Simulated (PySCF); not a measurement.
**C3H7F3N2OSi: geometry, NMR shifts and electronic excitations**

Wanted: the NMR shifts and electronic excitations of C3H7F3N2OSi (`N[SiH2]N(C=O)CC(F)(F)F`), by calculation.

The runs use PySCF 2.14.0, with density-fitted response routines of our own; the level of theory stands in each step. All values are computed, except where a source is named. Atoms count from 0, in the outputs and in this text.

## Step 1: The molecule as given

17 atoms, charge 0, multiplicity 1; geometry from: GFN2-xTB.

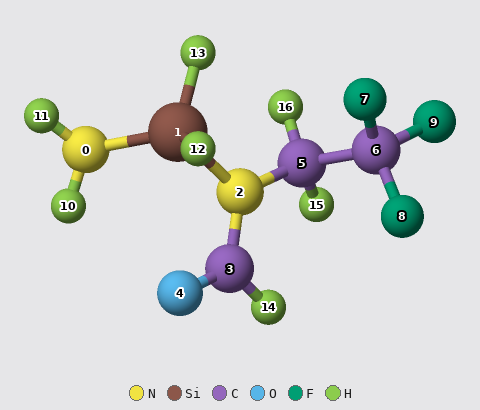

The starting geometry (nitrogen yellow, silicon brown, carbon purple, oxygen blue, fluorine teal, hydrogen green), atoms numbered.

## Step 2: Geometry optimisation at PBE0-D3(BJ)/def2-SVP

What the job is given:

```
{"job": {"xc": "PBE0", "basis": "def2-SVP", "d3": "d3bj", "grid": 1, "kind": "geom"}, "charge": 0, "multiplicity": 1}
N      2.695799    -0.514410    -0.309985
Si     1.297294    -0.542979     0.682303
N      0.045471     0.272098    -0.287101
C      0.280567     1.575926    -0.478237
O      1.281491     2.110001    -0.063016
C     -1.176226    -0.334489    -0.705754
C     -2.226356    -0.258668     0.401139
F     -1.826187    -0.863411     1.525682
F     -2.527118     1.004485     0.726027
F     -3.375709    -0.846634     0.034551
H      2.987865     0.388730    -0.655433
H      3.501014    -1.043408    -0.015802
H      1.279311     0.098872     1.991541
H      0.852936    -1.933742     0.714936
H     -0.491999     2.117550    -1.052572
H     -1.592602     0.171559    -1.584004
H     -1.012548    -1.389449    -0.934184
```

Log:

```text
step   0  E = -891.07743074  max force = 0.014213
step   1  E = -891.08176620  max force = 0.007171
step   2  E = -891.08212174  max force = 0.003874
step   3  E = -891.08194068  max force = 0.006991
step   4  E = -891.08239809  max force = 0.002590
step   5  E = -891.08249973  max force = 0.002333
step   6  E = -891.08268712  max force = 0.001439
step   7  E = -891.08289235  max force = 0.002022
step   8  E = -891.08297553  max force = 0.002108
step   9  E = -891.08304371  max force = 0.001668
step  10  E = -891.08312404  max force = 0.001100
step  11  E = -891.08321534  max force = 0.001349
step  12  E = -891.08339396  max force = 0.002899
step  13  E = -891.08345178  max force = 0.001584
step  14  E = -891.08346123  max force = 0.004457
step  15  E = -891.08360143  max force = 0.002355
step  16  E = -891.08367587  max force = 0.002273
step  17  E = -891.08382859  max force = 0.002557
step  18  E = -891.08391249  max force = 0.004197
step  19  E = -891.08404232  max force = 0.001983
step  20  E = -891.08413391  max force = 0.000943
step  21  E = -891.08421344  max force = 0.001113
step  22  E = -891.08424177  max force = 0.001056
step  23  E = -891.08426579  max force = 0.000671
step  24  E = -891.08426853  max force = 0.000241
optimisation converged
```

Wall time 4.8 min (1 thread, shared host).

Relaxation path: (the energy doesn't fall at every step)

```tsv
step	energy from step 0 (eV)	largest force component (eV/Å)
0	0.0000	0.7309
1	-0.1180	0.3687
2	-0.1276	0.1992
3	-0.1227	0.3595
4	-0.1352	0.1332
5	-0.1379	0.1200
6	-0.1430	0.0740
7	-0.1486	0.1040
8	-0.1509	0.1084
9	-0.1527	0.0858
10	-0.1549	0.0566
11	-0.1574	0.0694
12	-0.1623	0.1491
13	-0.1638	0.0815
14	-0.1641	0.2292
15	-0.1679	0.1211
16	-0.1699	0.1169
17	-0.1741	0.1315
18	-0.1764	0.2158
19	-0.1799	0.1020
20	-0.1824	0.0485
21	-0.1846	0.0572
22	-0.1853	0.0543
23	-0.1860	0.0345
24	-0.1861	0.0124
```

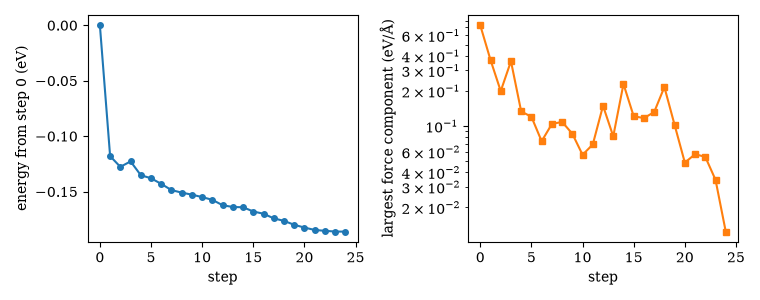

Energy and force, step by step.

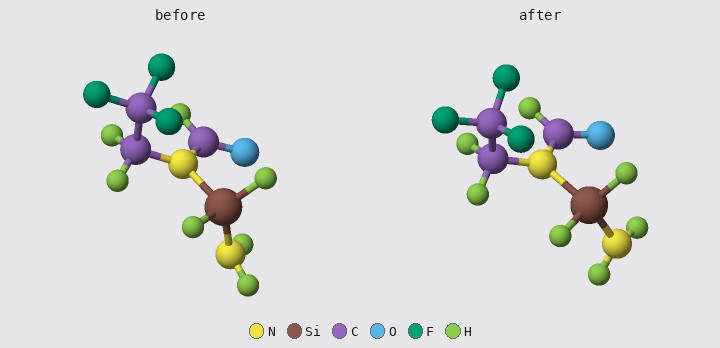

The geometry before (left) and after (right).

Distances of close pairs at the start and the end, largest changes first:

```tsv
bond	before (Å)	after (Å)	change (Å)
Si1–N2	1.781	1.811	+0.030
Si1–H13	1.460	1.490	+0.029
N2–C3	1.339	1.364	+0.025
Si1–H12	1.458	1.483	+0.024
C3–H14	1.105	1.117	+0.012
C5–C6	1.528	1.516	-0.012
C5–H16	1.092	1.100	+0.008
N2–C5	1.427	1.435	+0.008
```

The end geometry stands in the next job.

```tsv
at the end point	value
point group (found at 0.08 Å tolerance)	C1
rotational constants (GHz, main isotopes)	2.060, 0.688, 0.590
dipole moment (D)	3.40
```

## Step 3: NMR shieldings: PBE0/pcSseg-1

What the job is given:

```
{"job": {"kind": "nmr", "xc": "PBE0", "basis": "pcSseg-1"}, "charge": 0, "multiplicity": 1}
N      2.930050     0.076292     0.189641
Si     1.360660    -0.327505     0.739331
N     -0.000419     0.290578    -0.282240
C     -0.015483     1.644570    -0.443934
O      0.836519     2.370377     0.020780
C     -1.085741    -0.506453    -0.779037
C     -2.171982    -0.708305     0.259140
F     -1.686975    -1.298427     1.355592
F     -2.708378     0.455484     0.631324
F     -3.147777    -1.477975    -0.225408
H      3.177996     1.060183     0.169478
H      3.342348    -0.426581    -0.586996
H      1.137889     0.182059     2.113606
H      1.192556    -1.803895     0.636020
H     -0.868712     2.030767    -1.052544
H     -1.556199    -0.034366    -1.656574
H     -0.736324    -1.503069    -1.087574
```

With the program's defaults for keys left out, this is: GIAO PBE0/pcSseg-1 NMR shielding, non-relativistic, gas phase.

Log:

```text
coarse grid: 15696 points
cycle   1  E = -891.2082274037  dE =  1.608e+00  |g| = 1.201e+00  |ddm| = 3.683e+00
cycle   2  E = -890.5152479716  dE =  6.930e-01  |g| = 2.260e+00  |ddm| = 2.568e+00
cycle   3  E = -891.4421909720  dE = -9.269e-01  |g| = 3.791e-01  |ddm| = 2.093e+00
cycle   4  E = -891.4683504946  dE = -2.616e-02  |g| = 1.047e-01  |ddm| = 3.073e-01
cycle   5  E = -891.4701559766  dE = -1.805e-03  |g| = 2.373e-02  |ddm| = 7.027e-02
cycle   6  E = -891.4702578866  dE = -1.019e-04  |g| = 8.584e-03  |ddm| = 1.907e-02
cycle   7  E = -891.4702717330  dE = -1.385e-05  |g| = 2.366e-03  |ddm| = 6.462e-03
cycle   8  E = -891.4702727069  dE = -9.738e-07  |g| = 7.042e-04  |ddm| = 2.054e-03
final grid: 151160 points
cycle   9  E = -891.5516915106  dE = -3.329e-05  |g| = 1.293e-02  |ddm| = 2.396e-02
cycle  10  E = -891.5516079212  dE =  8.359e-05  |g| = 2.474e-02  |ddm| = 2.463e-02
cycle  11  E = -891.5517221728  dE = -1.143e-04  |g| = 2.719e-03  |ddm| = 1.735e-02
cycle  12  E = -891.5517235805  dE = -1.408e-06  |g| = 3.413e-04  |ddm| = 1.915e-03
cycle  13  E = -891.5517235979  dE = -1.747e-08  |g| = 1.349e-04  |ddm| = 3.296e-04
cycle  14  E = -891.5517236017  dE = -3.736e-09  |g| = 3.122e-05  |ddm| = 1.279e-04
cycle  15  E = -891.5517236018  dE = -1.760e-10  |g| = 1.264e-05  |ddm| = 3.157e-05
converged SCF energy = -891.5517236018

GIAO shielding tensors (ppm)
atom      isotropic    diamagn.    paramagn.     s11        s22        s33       span
  0 N      238.786     320.171     -81.384    227.822    233.644    254.893     27.070
  1 Si     385.825     881.765    -495.941    348.887    390.224    418.364     69.476
  2 N      123.114     337.489    -214.375      1.075    172.874    195.393    194.318
  3 C       11.231     248.375    -237.144    -74.992     34.942     73.743    148.735
  4 O     -121.209     401.923    -523.132   -412.519   -242.524    291.416    703.935
  5 C      136.494     246.156    -109.662    116.502    133.018    159.962     43.459
  6 C       55.589     247.414    -191.825     52.903     55.922     57.942      5.039
  7 F      266.443     476.659    -210.215    184.379    269.690    345.260    160.881
  8 F      267.541     474.843    -207.301    184.556    271.527    346.541    161.985
  9 F      269.100     468.757    -199.657    185.006    278.160    344.133    159.127
 10 H       29.742      31.134      -1.393     21.834     27.283     40.108     18.274
 11 H       30.298      31.003      -0.705     23.774     26.216     40.903     17.129
 12 H       26.140      30.636      -4.496     22.102     25.703     30.617      8.515
 13 H       26.920      31.345      -4.425     22.532     27.578     30.651      8.119
 14 H       23.171      29.091      -5.919     19.824     23.551     26.139      6.315
 15 H       27.913      29.995      -2.082     24.011     27.548     32.179      8.168
 16 H       28.039      30.546      -2.507     23.664     28.603     31.850      8.185
```

Run time: 30 s. Hardware: 1 thread, shared host.

Shifts follow as δ = σ(reference) − σ, with reference shieldings (ppm) from runs at the same level and on the same kind of geometry: 1H TMS 31.27, 13C TMS 184.4, 29Si TMS 352.0, 19F CFCl3 177.2, 15N NH3 265.7, 17O H2O 334.6. The references are single molecules in the gas phase, so shifts against H2O, NH3, PH3, H3PO4 or CFCl3 are not on the usual liquid scales and can be off by tens of ppm. Atoms listed in one row are averaged.

```tsv
atoms	environment	σ (ppm)	δ (ppm)	δ scaled to CDCl3
C3	amide carbonyl carbon	11.2	173.2	167.7
C6	CF3 carbon	55.6	128.8	124.6
C5	sp3 CH2 bonded to N	136.5	47.9	46.0
H14	hydrogen on an amide carbonyl carbon	23.17	8.10	7.89
H12, H13	hydrogen on a silicon bonded to 2 N	26.53	4.74	–
H15, H16	hydrogen on an sp3 CH2 bonded to N	27.98	3.29	3.34
H10, H11	hydrogen on a nitrogen bonded to Si	30.02	1.25	–
N2	amide-type nitrogen	123.1	142.6	–
N0	nitrogen bonded to Si, 2 H	238.8	26.9	–
Si1	silicon bonded to 2 N, 2 H	385.8	-33.8	–
O4	amide-type carbonyl oxygen	-121.2	455.8	–
F7, F8, F9	fluorine of a CF3 group	267.7	-90.4	–
```

The scaled column applies a straight-line fit of computed shieldings to shifts measured in CDCl3, and one for carbons that bear F (root-mean-square error 0.21 ppm for H, 2.0 ppm for C).

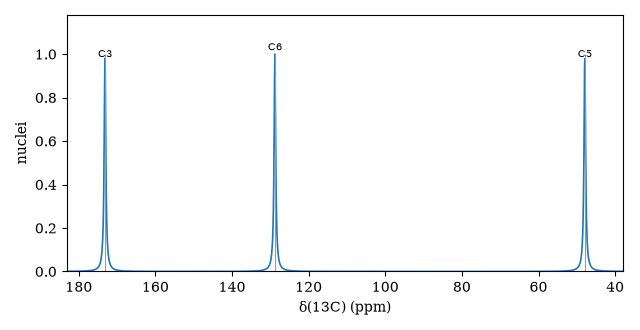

13C lines at the computed shifts, without couplings. Lines are broadened to a width of 0.50 ppm (Lorentzian).

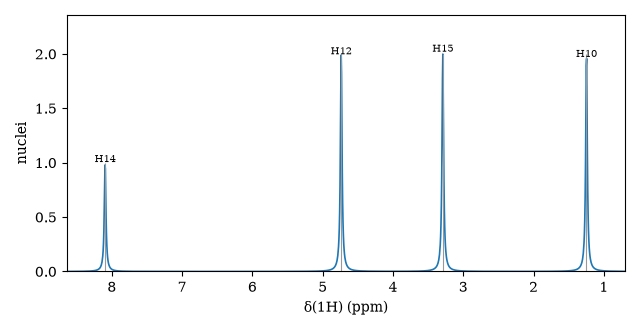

1H lines at the computed shifts, without couplings. Lines are broadened to a width of 0.03 ppm (Lorentzian).

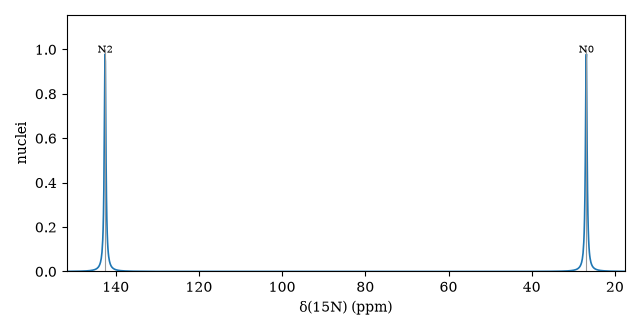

15N lines at the computed shifts, without couplings. Lines are broadened to a width of 0.46 ppm (Lorentzian).

The run also stored atomic charges by several schemes (e):

```tsv
atoms	Mulliken	IAO	Hirshfeld	ESP fit
N0	-0.62	-0.83	-0.31	-1.05
Si1	0.84	0.97	0.39	0.74
N2	-0.78	-0.47	-0.15	-0.16
C3	0.45	0.31	0.13	0.34
O4	-0.44	-0.47	-0.26	-0.48
C5	-0.06	-0.20	-0.05	-0.58
C6	0.79	0.80	0.25	0.71
F7, F8, F9	-0.26	-0.28	-0.08	-0.21
```

Mulliken charges:

N0 -0.62; Si1 0.84; N2 -0.78; C3 0.45; O4 -0.44; C5 -0.06; C6 0.79; F7 -0.26; F8 -0.26; F9 -0.26; H10 0.22; H11 0.20; H12 -0.07; H13 -0.12; H14 0.09; H15 0.15; H16 0.16

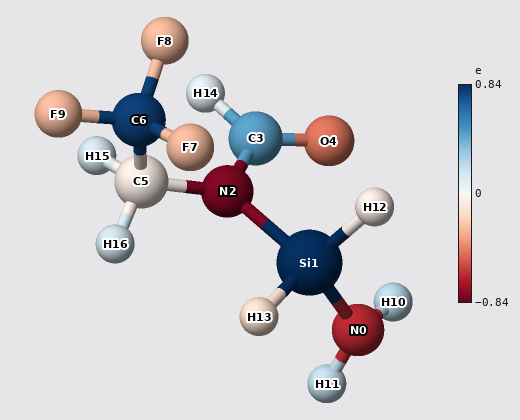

Mulliken charges, as colours on the atoms.

Mayer bond orders: N0–Si1 1.12, Si1–N2 0.70, N2–C3 1.14, C3–O4 1.86, N2–C5 0.96, C5–C6 0.99, C6–F7 1.00, C6–F8 1.01, C6–F9 1.01.

## Step 4: Excited states and response: PBE0/def2-SVPD

Same as in step 3 but for these lines:

```diff
@@ -1,2 +1,2 @@
-{"job": {"kind": "nmr", "xc": "PBE0", "basis": "pcSseg-1"}, "charge": 0, "multiplicity": 1}
+{"job": {"kind": "uv", "xc": "PBE0", "basis": "def2-SVPD", "ip": true}, "charge": 0, "multiplicity": 1}
 N      2.930050     0.076292     0.189641
```

Level: TDDFT PBE0/def2-SVPD, vertical, gas phase, core orbitals frozen in the response.

Log:

```text
coarse grid: 15696 points
cycle   1  E = -890.7524905973  dE =  1.537e+00  |g| = 1.140e+00  |ddm| = 5.784e+00
cycle   2  E = -890.0669406380  dE =  6.855e-01  |g| = 2.192e+00  |ddm| = 3.705e+00
cycle   3  E = -890.9755683754  dE = -9.086e-01  |g| = 3.652e-01  |ddm| = 2.733e+00
cycle   4  E = -891.0007501609  dE = -2.518e-02  |g| = 9.993e-02  |ddm| = 4.482e-01
cycle   5  E = -891.0025132467  dE = -1.763e-03  |g| = 2.374e-02  |ddm| = 1.248e-01
cycle   6  E = -891.0026235210  dE = -1.103e-04  |g| = 7.753e-03  |ddm| = 4.272e-02
cycle   7  E = -891.0026350266  dE = -1.151e-05  |g| = 2.273e-03  |ddm| = 1.139e-02
cycle   8  E = -891.0026359801  dE = -9.535e-07  |g| = 6.356e-04  |ddm| = 3.471e-03
final grid: 151160 points
cycle   9  E = -891.1146044604  dE = -3.131e-05  |g| = 1.236e-02  |ddm| = 1.040e-01
cycle  10  E = -891.1145257764  dE =  7.868e-05  |g| = 2.351e-02  |ddm| = 3.403e-02
cycle  11  E = -891.1146335523  dE = -1.078e-04  |g| = 2.720e-03  |ddm| = 2.349e-02
cycle  12  E = -891.1146350323  dE = -1.480e-06  |g| = 2.890e-04  |ddm| = 2.985e-03
cycle  13  E = -891.1146350468  dE = -1.450e-08  |g| = 1.191e-04  |ddm| = 5.951e-04
cycle  14  E = -891.1146350500  dE = -3.228e-09  |g| = 2.909e-05  |ddm| = 2.015e-04
cycle  15  E = -891.1146350502  dE = -1.696e-10  |g| = 1.184e-05  |ddm| = 5.881e-05
converged SCF energy = -891.1146350502

Static polarisability (au): isotropic 82.898, principal 69.504 84.211 94.980

Singlet excitations
state   eV       nm        f      main configurations
  1   5.4447    227.7   0.00368   H->L 0.66, H-2->L 0.22
  2   6.5168    190.3   0.04398   H-2->L 0.45, H->L 0.30, H-1->L 0.10
  3   6.6960    185.2   0.07068   H-1->L 0.68, H->L+1 0.18
  4   6.9173    179.2   0.01654   H->L+1 0.59, H-2->L 0.22
  5   7.3174    169.4   0.02236   H-1->L+1 0.69, H->L+2 0.18
  6   7.4460    166.5   0.03890   H->L+2 0.59, H-1->L+1 0.23, H->L+1 0.09
  7   7.6290    162.5   0.03101   H->L+3 0.64, H-2->L+1 0.27
  8   7.6689    161.7   0.01396   H-2->L+1 0.46, H->L+3 0.30, H-2->L+2 0.08
  9   7.8320    158.3   0.03791   H-1->L+2 0.83
 10   7.9969    155.0   0.01345   H-1->L+3 0.86

Triplet excitations (Tamm-Dancoff, eV): 4.9463 5.1654 6.2378 6.7671
Vertical ionisation energy (delta-SCF) = 9.5774 eV
```

It took 6.2 min on 1 thread, shared host.

Frontier orbitals and where they lie:

```tsv
orbital	eV	atoms
HOMO−3	-9.86	Si1 36 %, H13 26 %, H12 19 %
HOMO−2	-8.48	O4 38 %, N0 29 %, C3 8 %
HOMO−1	-8.14	N2 38 %, O4 29 %, C3 8 %
HOMO	-7.70	N0 41 %, O4 26 %, N2 8 %
LUMO	-0.39	C3 33 %, O4 23 %, N2 14 %
LUMO+1	0.29	Si1 24 %, C5 11 %, H16 10 %
LUMO+2	0.71	C6 12 %, H15 8 %, C5 7 %
```

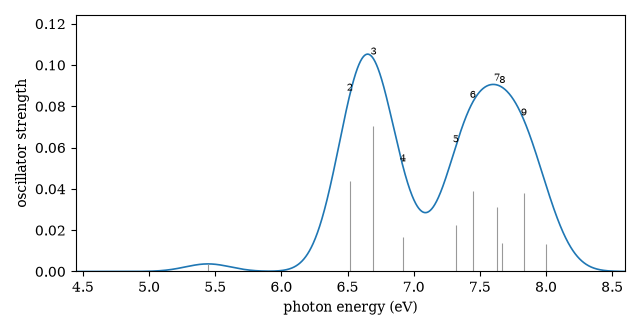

Absorption spectrum from the 10 singlet states computed; above the last one it falls off for lack of states. Lines are broadened to a width of 0.40 eV (Gaussian).

Further results of this job:

```tsv
property	computed
dipole moment (D)	3.44
polarisability (Å³)	12.28
HOMO–LUMO gap (eV)	7.31
−ε(HOMO) (eV)	7.70
```

## Step 5: Shielding tensors: wB97X-D/pcSseg-1

Same as in step 4 but for these lines:

```diff
@@ -1,2 +1,2 @@
-{"job": {"kind": "uv", "xc": "PBE0", "basis": "def2-SVPD", "ip": true}, "charge": 0, "multiplicity": 1}
+{"job": {"kind": "nmr", "xc": "wB97X-D", "basis": "pcSseg-1", "pop": false}, "charge": 0, "multiplicity": 1}
 N      2.930050     0.076292     0.189641
```

Method: GIAO wB97X-D/pcSseg-1 NMR shielding, non-relativistic, gas phase.

Log:

```text
coarse grid: 15696 points
cycle   1  E = -891.7027153626  dE =  1.782e+00  |g| = 1.302e+00  |ddm| = 3.623e+00
cycle   2  E = -891.4528051926  dE =  2.499e-01  |g| = 1.830e+00  |ddm| = 1.951e+00
cycle   3  E = -892.0128903655  dE = -5.601e-01  |g| = 2.199e-01  |ddm| = 1.276e+00
cycle   4  E = -892.0207140052  dE = -7.824e-03  |g| = 8.770e-02  |ddm| = 1.656e-01
cycle   5  E = -892.0220425981  dE = -1.329e-03  |g| = 1.314e-02  |ddm| = 5.998e-02
cycle   6  E = -892.0220790684  dE = -3.647e-05  |g| = 4.718e-03  |ddm| = 1.497e-02
cycle   7  E = -892.0220849173  dE = -5.849e-06  |g| = 1.521e-03  |ddm| = 6.451e-03
final grid: 151160 points
cycle   8  E = -892.1084259453  dE = -2.077e-04  |g| = 1.141e-02  |ddm| = 3.972e-02
cycle   9  E = -892.1084265401  dE = -5.948e-07  |g| = 1.182e-02  |ddm| = 1.339e-02
cycle  10  E = -892.1084489029  dE = -2.236e-05  |g| = 1.044e-03  |ddm| = 6.269e-03
cycle  11  E = -892.1084490575  dE = -1.546e-07  |g| = 8.420e-04  |ddm| = 1.181e-03
cycle  12  E = -892.1084491866  dE = -1.292e-07  |g| = 1.734e-04  |ddm| = 7.740e-04
cycle  13  E = -892.1084491952  dE = -8.544e-09  |g| = 4.951e-05  |ddm| = 2.112e-04
cycle  14  E = -892.1084491964  dE = -1.187e-09  |g| = 2.242e-05  |ddm| = 1.134e-04
cycle  15  E = -892.1084491966  dE = -2.001e-10  |g| = 7.678e-06  |ddm| = 4.053e-05
converged SCF energy = -892.1084491966

GIAO shielding tensors (ppm)
atom      isotropic    diamagn.    paramagn.     s11        s22        s33       span
  0 N      239.643     320.531     -80.888    228.470    234.402    256.057     27.587
  1 Si     385.936     881.700    -495.764    348.944    390.645    418.218     69.274
  2 N      125.547     337.851    -212.304      3.216    173.708    199.718    196.502
  3 C        9.682     248.295    -238.612    -77.549     32.158     74.438    151.987
  4 O     -116.794     402.501    -519.296   -409.209   -240.965    299.791    709.000
  5 C      135.920     246.064    -110.144    116.477    132.394    158.889     42.412
  6 C       55.645     247.670    -192.025     52.864     56.274     57.795      4.931
  7 F      269.400     476.942    -207.542    186.459    272.798    348.942    162.483
  8 F      270.370     475.154    -204.784    186.763    274.581    349.765    163.003
  9 F      271.781     469.049    -197.268    186.957    280.840    347.546    160.589
 10 H       29.843      31.230      -1.386     21.978     27.379     40.173     18.195
 11 H       30.423      31.075      -0.652     23.910     26.365     40.994     17.084
 12 H       26.358      30.867      -4.509     22.331     25.895     30.847      8.516
 13 H       27.090      31.565      -4.474     22.704     27.729     30.839      8.135
 14 H       23.317      29.273      -5.957     19.986     23.702     26.263      6.277
 15 H       28.056      30.144      -2.088     24.137     27.719     32.312      8.176
 16 H       28.154      30.712      -2.559     23.808     28.687     31.966      8.158
```

It took 37 s on 1 thread, shared host.

This run: δ C3 174.9, C6 128.9, C5 48.6, N2 138.4, H14 8.06, H12 4.66 ppm (means over like atoms).

## Step 6: Comparing the runs: NMR shifts

Shifts (ppm) of some atoms, chosen among heavy atoms and hydrogens apart, means over like atoms, with basis size and wall time:

```tsv
run	C3	H14	H12	N2	N0	O4	F7	functions	time
PBE0/pcSseg-1	173.2	8.10	4.74	142.6	26.9	455.8	-90.4	212	30 s
wB97X-D/pcSseg-1	174.9	8.06	4.66	138.4	24.3	450.0	-83.4	212	37 s
```

## Step 7: What came out

| quantity | value |
| --- | --- |
| point group | C1 |
| rotational constants (main isotopes) | 2.06, 0.69, 0.59 GHz |
| 13C shifts against TMS (PBE0/pcSseg-1) | 173.2, 128.8, 47.9 ppm |
| 1H shifts against TMS (PBE0/pcSseg-1, means over atoms taken as alike) | 8.10, 4.74, 3.29, 1.25 ppm |
| 15N shifts against NH3 (PBE0/pcSseg-1) | 142.6, 26.9 ppm |
| 29Si shifts against TMS (PBE0/pcSseg-1) | -33.8 ppm |
| 17O shifts against H2O (PBE0/pcSseg-1) | 455.8 ppm |
| 19F shifts against CFCl3 (PBE0/pcSseg-1, means over atoms taken as alike) | -90.4 ppm |
| lowest singlet (PBE0/def2-SVPD) | 5.44 eV (228 nm), f = 0.004 |
| brightest single state of those computed | state 3, 6.70 eV, f = 0.071 |
| lowest triplet | 4.95 eV |
| vertical ionisation energy (ΔSCF) | 9.58 eV |
| range of the shift of F7 | -90.4 to -83.4 ppm |

**Reading.** Relaxing lowered the energy by 0.186 eV in 24 steps; the close pair that moved most is Si1–N2, from 1.781 to 1.811 Å. At PBE0/pcSseg-1: Shielding is most anisotropic at O4 (span 704 ppm, paramagnetic term -523 ppm). The first singlet state (HOMO→LUMO 0.66, HOMO−2→LUMO 0.22) lies at 5.44 eV and is weak; of the 10 states computed, the strongest absorption comes from state 3 at 6.70 eV. The lowest triplet lies 0.50 eV below the lowest singlet (triplets in Tamm-Dancoff, singlets in full TDDFT). The orbital energy would give 7.70 eV for ionisation, ΔSCF gives 9.58 eV. In ppm, F7 (with its like atoms) moves most: its shift spreads over 7.1 ppm, from -90.4 (PBE0/pcSseg-1) to -83.4 (wB97X-D/pcSseg-1).
